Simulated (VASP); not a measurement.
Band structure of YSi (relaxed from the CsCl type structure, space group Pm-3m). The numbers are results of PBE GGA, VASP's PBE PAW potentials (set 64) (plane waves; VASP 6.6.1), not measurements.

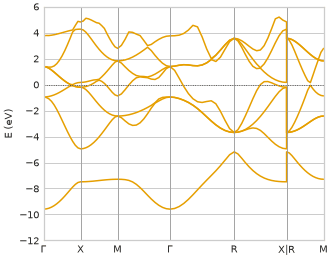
Fig. 1. Bands along high-symmetry lines, zero at the valence-band maximum or, without a gap, the Fermi level

Question: Read the plot: is there a gap, and where are the band edges?

Answer: It has no gap at this level: it comes out as a metal or semimetal. (Edges off the drawn lines would not show.)

The structure was generated: YSi was put into the CsCl type type (Pm-3m), which need not be its known phase. It was relaxed first, which changed the volume by -26 %. The electron count is odd and the run is not spin-polarised, which forces a metal.
